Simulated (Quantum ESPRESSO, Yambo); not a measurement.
**CdWO4 (P2/c): G0W0 in Yambo against the bands**

How does the gap of CdWO4 (P2/c) converge in the bands?

Main program and level: Yambo 5.3.0; LDA and many-body steps on it, plane waves.

### Step 1. The starting structure

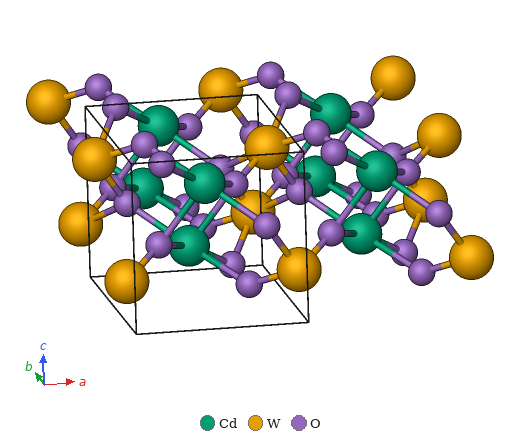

The cell as given, slightly off an axis (cadmium teal, tungsten orange, oxygen purple). 2×2×1 cells are drawn. Some periodic images of atoms are drawn too.

As a file:

```
Cd W O
1.0
     5.04000    0.00000    0.00000
     0.00000    5.87010    0.00000
    -0.13096    0.00000    5.08241
Cd W O
2 2 8
Direct
  0.50000 0.69729 0.25000
  0.50000 0.30271 0.75000
  0.00000 0.17855 0.25000
  0.00000 0.82145 0.75000
  0.20180 0.09550 0.95040
  0.79820 0.09550 0.54960
  0.79820 0.90450 0.04960
  0.20180 0.90450 0.45040
  0.24200 0.37030 0.38390
  0.75800 0.37030 0.11610
  0.75800 0.62970 0.61610
  0.24200 0.62970 0.88390
```

The cell and positions come from the Crystallography Open Database and are kept as given unless a step says otherwise. Spin-orbit coupling is left out unless a step names it.

### Step 2. 74 bands

This step: Yambo 5.3.0; G0W0 on LDA, plane waves, norm-conserving pseudopotentials.

G0W0 replaces the xc potential by the self-energy, built once from these orbitals. Only a window of levels is corrected, while the sums run over the empty bands that the input names.

Contents of gw1.in:

```
HF_and_locXC
gw0
dyson
ppa
em1d
rim_cut
RandQpts= 1000000
RandGvec= 1 RL
EXXRLvcs= 94 Ry
VXCRLvcs= 376 Ry
Chimod= "HARTREE"
% BndsRnXp
 1 | 74 |
%
NGsBlkXp= 5.5 Ry
% LongDrXp
 1 | 1 | 1 |
%
% GbndRnge
 1 | 74 |
%
DysSolver= "n"
ExtendOut
PPAPntXp= 27.21138 eV
% QPkrange
 3 | 3 | 57 | 60 |
 1 | 1 | 57 | 60 |
%
```

The run is started by

```
OMP_NUM_THREADS=2 mpirun -n 4 yambo -F gw1.in -J gw1 -C gw1 > gw1.log
```

What it wrote:

```text
 Yambo, version 5.3.0

 [02] CORE Variables Setup
 =========================

  [... cell, symmetries and grids as in the set-up ...]

  [02.05] Energies & Occupations
  ==============================

  [X] === General ===
  [X] Electronic Temperature                        :  0.000000  0.000000 [eV K]
  [X] Bosonic    Temperature                        :  0.000000  0.000000 [eV K]
  [X] Finite Temperature mode                       : no
  [X] El. density                                   :  0.77146E+24 [cm-3]
  [X] Fermi Level                                   :  8.728327 [eV]

  [X] === Gaps and Widths ===
  [X] Conduction Band Min                           :  2.997649 [eV]
  [X] Valence Band Max                              :  0.000000 [eV]
  [X] Filled Bands                                  :   58
  [X] Empty Bands                                   :    59   349
  [X] Direct Gap                                    :  2.997649 [eV]
  [X] Direct Gap localized at k                     :  3
  [X] Indirect Gap                                  :  2.997649 [eV]
  [X] Indirect Gap between kpts                     :  3  3
  [X] Last valence band width                       :  0.441199 [eV]
  [X] 1st conduction band width                     :  0.717368 [eV]

 [03] Transferred momenta grid and indexing
 ==========================================

 IBZ Q-points                                      :  12
 BZ  Q-points                                      :  16

 K/Q-points units:
 rlu = crystal or reduced units; cc = cartesian coordinates; iku = interal k-units

 Q [ 1]         [rlu]:  0.000000  0.000000  0.000000
 Q [ 2]         [rlu]:  0.35366E-17   0.0000     -0.50000
 Q [ 3]         [rlu]:  0.000000 -0.500000  0.000000
 Q [ 4]         [rlu]:  0.35366E-17 -0.50000     -0.50000
 Q [ 5]         [rlu]:  0.25000       0.0000     -0.63661E-18
 Q [ 6]         [rlu]:  0.250000  0.000000 -0.500000
 Q [ 7]         [rlu]:  0.25000     -0.50000     -0.63661E-18
 Q [ 8]         [rlu]:  0.250000 -0.500000 -0.500000
 Q [ 9]         [rlu]: -0.50000       0.0000      0.12732E-17
 Q [10]         [rlu]:  0.500000  0.000000 -0.500000
 Q [11]         [rlu]: -0.50000     -0.50000      0.12732E-17
 Q [12]         [rlu]:  0.500000  0.500000 -0.500000

 [04] Coloumb potential Random Integration (RIM)
 ===============================================

  [04.01] RIM initialization
  ==========================

  * Diagonal components only detected *

  8 x (sBL volume)        :  0.122227 [a.u.]
  sBZ random points       :  1000000
  Points outside the sBZ  :   7990763
  RL volume               :  0.244454 [a.u.]
  Integrated volume       :  0.244736 [a.u.]

  [04.02] RIM integrals
  =====================

  Gamma point sphere radius             :  0.090020 [a.u.]
  Points outside the sphere             :   802047
  [Int_sBZ(q=0) 1/q^2]*(Vol_sBZ)^(-1/3) =:  7.360908
                                 should be <:  7.795600

  Summary of Coulomb integrals for non-metallic bands |Q|[au] RIM/Bare

  Q [1] 0.100000E-4 0.944239 * Q [5] 0.164981 0.757648
  Q [3] 0.283208 1.090704 * Q [2] 0.327100 1.166716
  Q [7] 0.327758 1.035984 * Q [9] 0.329963 0.924099
  Q [6] 0.362537 1.099478 * Q [4] 0.432668 1.091057
  Q [11] 0.434836 0.993103 * Q [10] 0.458595 1.023114
  Q [8] 0.460044 1.064249 * Q [12] 0.538996 1.023870

 [05] Dipoles
 ============

  [05.01] Setup: observables and procedures
  =========================================

  [WARNING] [x,Vnl] slows the Dipoles computation. To neglect it rename the ns.kb_pp file

 [06] Dynamic Dielectric Matrix (PPA)
 ====================================

 [WR./gw1//ndb.pp]---------------------------------------------------------------
  Brillouin Zone Q/K grids (IBZ/BZ)                :  12  16  12  16
  RL vectors                                       :  18397 [WF]
  Coulomb cutoff potential                         : none
  Electronic Temperature                           :  0.000000 [K]
  Bosonic    Temperature                           :  0.000000 [K]
  PPA    diel. fun.  energies                      : Slater exchange(X)+Perdew & Wang(C)
  wavefunctions                                    : Slater exchange(X)+Perdew & Wang(C)
  Global Gauge                                     : length
  X matrix size                                    :  261
  X band range                                     :    1   74
  X e/h energy range                               : -1.000000 -1.000000 [eV]
  X Time ordering                                  : R
  X Hxc Kernel                                     : HARTREE
  X Drude frequency                                :  0.000000  0.000000
  X poles                                          :  100.0000 [o/o]
  RL vectors in the sum                            :  18397
  [r,Vnl] included                                 : yes
  Field direction                                  :  0.577350E-5  0.577350E-5  0.577350E-5
  BZ energy Double Grid                            : no
  BZ energy DbGd points                            : 0
  BZ Q point size factor                           : -1.000000
  X Optical Averaged directions                    : none

 [07] Local Exchange-Correlation + Non-Local Fock
 ================================================

 [VXC] Plane waves :  125031
 [EXS] Plane waves :  15645

 QP @ state[ 1 ] K range:  1  1
 QP @ state[ 1 ] b range:   57   60
 QP @ state[ 2 ] K range:  3  3
 QP @ state[ 2 ] b range:   57   60

 [xc] Functional : Slater exchange(X)+Perdew & Wang(C)
 [xc] LIBXC used to calculate xc functional
  PP Number of Atomic Species                      :  3
  NLCC RL compoments                               :  125031
  PP Number of Atomic Species                      :  3
  NLCC RL compoments                               :  125031

 [xc] E_xc :  -72.74790 [Ha]
      E_xc :  -145.4958 [Ry]

  Local XC kind (lXC) : Slater exchange(X)+Perdew & Wang(C)
  Non-Local XC kind (nlXC) : Hartree-Fock

  Corrections @ K [1] :  [eV]
 <57|nlXC|57> = -24.80884 -0.16259E-17 <57|lXC|57> = -19.76322  0.000000
 <58|nlXC|58> = -25.53299 -0.79808E-17 <58|lXC|58> = -20.82945 -0.18882E-15
 <59|nlXC|59> = -11.91698  0.66353E-18 <59|lXC|59> = -17.16864  0.37763E-15
 <60|nlXC|60> = -12.37477 -0.20737E-17 <60|lXC|60> = -18.08660 -0.59005E-17

  Corrections @ K [3] :  [eV]
 <57|nlXC|57> = -24.48096 -0.47020E-17 <57|lXC|57> = -19.43870 -0.15489E-16
 <58|nlXC|58> = -25.78578 -0.78411E-17 <58|lXC|58> = -20.95771  0.18882E-15
 <59|nlXC|59> = -11.49919  0.26015E-17 <59|lXC|59> = -17.10840 -0.64906E-16
 <60|nlXC|60> = -11.09630 -0.16446E-17 <60|lXC|60> = -16.65712 -0.21242E-15

 [08] Dyson equation: Newton solver
 ==================================

  [08.01] G0W0 (W PPA)
  ====================

  [  GW  ] Bands range     :    1   74
  [GW/PPA] G damping       :  0.100000 [eV]

  QP @ state[ 1 ] K range:  1  1
  QP @ state[ 1 ] b range:   57   60
  QP @ state[ 2 ] K range:  3  3
  QP @ state[ 2 ] b range:   57   60

   Sc/G bands                                       :    1   74
   Sc/G damping                                     :  0.100000 ev
   Sc bands terminator                              : no
   Sx RL components                                 :  15645

   QP @ state[ 1 ] K range                          :  1  1
   QP @ state[ 1 ] b range                          :   57   60
   QP @ state[ 2 ] K range                          :  3  3
   QP @ state[ 2 ] b range                          :   57   60
   GF energies kind                                 : Slater exchange(X)+Perdew & Wang(C)
   GF WF`s kind                                     : Slater exchange(X)+Perdew & Wang(C)
   Xs energies kind                                 : Slater exchange(X)+Perdew & Wang(C)
   Xs WF`s kind                                     : Slater exchange(X)+Perdew & Wang(C)

 [11] Game Over & Game summary
```

It took 41 s on 4 MPI ranks of Arm Neoverse V2, shared host; peak memory 7.2 GiB; 4.8 min of CPU time.

Numbers from this step:

| Quantity | Value |
| --- | --- |
| G0W0 gap on the points computed | 5.673 eV |
| starting gap on the mesh | 2.998 eV |
| k of the valence top | 0, -0.5, 0 |
| k of the conduction bottom | 0, -0.5, 0 |
| least direct G0W0 gap on the computed points | 5.673 eV |
| Z at the valence top | 0.7543 |
| Z at the conduction bottom | 0.8029 |

The gap on the mesh goes from 3.00 eV to 5.67 eV, a correction of +2.68 eV.

### Step 3. 94 bands

gw2.in, as its differences from gw1.in of step 2:

```diff
@@ -12,3 +12,3 @@
 % BndsRnXp
- 1 | 74 |
+ 1 | 94 |
 %
@@ -19,3 +19,3 @@
 % GbndRnge
- 1 | 74 |
+ 1 | 94 |
 %
```

The run is started by

```
OMP_NUM_THREADS=2 mpirun -n 4 yambo -F gw2.in -J gw2 -C gw2 > gw2.log
```

What it wrote:

```text
 Yambo, version 5.3.0

 [02] CORE Variables Setup
 =========================

  [... cell, symmetries and grids as in the set-up ...]

  [02.05] Energies & Occupations
  ==============================

  [X] === General ===
  [X] Electronic Temperature                        :  0.000000  0.000000 [eV K]
  [X] Bosonic    Temperature                        :  0.000000  0.000000 [eV K]
  [X] Finite Temperature mode                       : no
  [X] El. density                                   :  0.77146E+24 [cm-3]
  [X] Fermi Level                                   :  8.728327 [eV]

  [X] === Gaps and Widths ===
  [X] Conduction Band Min                           :  2.997649 [eV]
  [X] Valence Band Max                              :  0.000000 [eV]
  [X] Filled Bands                                  :   58
  [X] Empty Bands                                   :    59   349
  [X] Direct Gap                                    :  2.997649 [eV]
  [X] Direct Gap localized at k                     :  3
  [X] Indirect Gap                                  :  2.997649 [eV]
  [X] Indirect Gap between kpts                     :  3  3
  [X] Last valence band width                       :  0.441199 [eV]
  [X] 1st conduction band width                     :  0.717368 [eV]

 [03] Transferred momenta grid and indexing
 ==========================================

 IBZ Q-points                                      :  12
 BZ  Q-points                                      :  16

 K/Q-points units:
 rlu = crystal or reduced units; cc = cartesian coordinates; iku = interal k-units

 Q [ 1]         [rlu]:  0.000000  0.000000  0.000000
 Q [ 2]         [rlu]:  0.35366E-17   0.0000     -0.50000
 Q [ 3]         [rlu]:  0.000000 -0.500000  0.000000
[...]
[xc] LIBXC used to calculate xc functional
  PP Number of Atomic Species                      :  3
  NLCC RL compoments                               :  125031
  PP Number of Atomic Species                      :  3
  NLCC RL compoments                               :  125031

 [xc] E_xc :  -72.74790 [Ha]
      E_xc :  -145.4958 [Ry]

  Local XC kind (lXC) : Slater exchange(X)+Perdew & Wang(C)
  Non-Local XC kind (nlXC) : Hartree-Fock

  Corrections @ K [1] :  [eV]
 <57|nlXC|57> = -24.80884 -0.16259E-17 <57|lXC|57> = -19.76322  0.000000
 <58|nlXC|58> = -25.53299 -0.79808E-17 <58|lXC|58> = -20.82945 -0.18882E-15
 <59|nlXC|59> = -11.91698  0.66353E-18 <59|lXC|59> = -17.16864  0.37763E-15
[...]
Corrections @ K [3] :  [eV]
[...]
<59|nlXC|59> = -11.49919  0.26015E-17 <59|lXC|59> = -17.10840 -0.64906E-16
 <60|nlXC|60> = -11.09630 -0.16446E-17 <60|lXC|60> = -16.65712 -0.21242E-15

 [08] Dyson equation: Newton solver
 ==================================

  [08.01] G0W0 (W PPA)
  ====================

  [  GW  ] Bands range     :    1   94
  [GW/PPA] G damping       :  0.100000 [eV]

  QP @ state[ 1 ] K range:  1  1
  QP @ state[ 1 ] b range:   57   60
  QP @ state[ 2 ] K range:  3  3
  QP @ state[ 2 ] b range:   57   60

   Sc/G bands                                       :    1   94
   Sc/G damping                                     :  0.100000 ev
   Sc bands terminator                              : no
   Sx RL components                                 :  15645

   QP @ state[ 1 ] K range                          :  1  1
   QP @ state[ 1 ] b range                          :   57   60
   QP @ state[ 2 ] K range                          :  3  3
   QP @ state[ 2 ] b range                          :   57   60
   GF energies kind                                 : Slater exchange(X)+Perdew & Wang(C)
   GF WF`s kind                                     : Slater exchange(X)+Perdew & Wang(C)
   Xs energies kind                                 : Slater exchange(X)+Perdew & Wang(C)
   Xs WF`s kind                                     : Slater exchange(X)+Perdew & Wang(C)

 [11] Game Over & Game summary
```

The job ended after 66 s (4 MPI ranks; peak memory 7.2 GiB; 7.8 min of CPU time).

Numbers from this step:

- G0W0 gap on the points computed: 5.308 eV
- starting gap on the mesh: 2.998 eV
- k of the valence top: 0, -0.5, 0
- k of the conduction bottom: 0, -0.5, 0
- least direct G0W0 gap on the computed points: 5.308 eV
- Z at the valence top: 0.7709
- Z at the conduction bottom: 0.8159

Against the run before, the gap moves by −0.365 eV.

### Step 4. 131 bands

gw3.in, as its differences from gw2.in of step 3:

```diff
@@ -12,3 +12,3 @@
 % BndsRnXp
- 1 | 94 |
+ 1 | 131 |
 %
@@ -19,3 +19,3 @@
 % GbndRnge
- 1 | 94 |
+ 1 | 131 |
 %
```

The run is started by

```
OMP_NUM_THREADS=2 mpirun -n 4 yambo -F gw3.in -J gw3 -C gw3 > gw3.log
```

What it wrote:

```text
 Yambo, version 5.3.0

 [02] CORE Variables Setup
 =========================

  [... cell, symmetries and grids as in the set-up ...]

  [02.05] Energies & Occupations
  ==============================

  [X] === General ===
  [X] Electronic Temperature                        :  0.000000  0.000000 [eV K]
  [X] Bosonic    Temperature                        :  0.000000  0.000000 [eV K]
  [X] Finite Temperature mode                       : no
  [X] El. density                                   :  0.77146E+24 [cm-3]
[...]
Sx RL components                                 :  15645

   QP @ state[ 1 ] K range                          :  1  1
   QP @ state[ 1 ] b range                          :   57   60
   QP @ state[ 2 ] K range                          :  3  3
   QP @ state[ 2 ] b range                          :   57   60
   GF energies kind                                 : Slater exchange(X)+Perdew & Wang(C)
   GF WF`s kind                                     : Slater exchange(X)+Perdew & Wang(C)
   Xs energies kind                                 : Slater exchange(X)+Perdew & Wang(C)
   Xs WF`s kind                                     : Slater exchange(X)+Perdew & Wang(C)

 [11] Game Over & Game summary
```

Run time: 1.9 min. Hardware: 4 MPI ranks; peak memory 7.3 GiB.

This step gave:

```yaml
g0w0_gap_on_the_points_computed: 5.037 eV
starting_gap_on_the_mesh: 2.998 eV
k_of_the_valence_top: 0, -0.5, 0
k_of_the_conduction_bottom: 0, -0.5, 0
least_direct_g0w0_gap_on_the_computed_points: 5.037 eV
```

Against the run before, the gap moves by −0.271 eV.

[end of part 1 of 2]

[Paths, hosts, dates, memory and timing lines, banners, echoed tables and standing remarks are left out of the program output.]

[Logs are printed without paths, hosts, clocks, repeated set-up lines and the standing remarks that a program may print on its own settings, such as how far it seeks lower states.]

[Runs of the session that timed out or met a known fault of the program may be left out.]

[Hosts, paths, dates, database ids (printed as entryN), source tags and the programs' standing remarks are cut or masked in the printed files.]
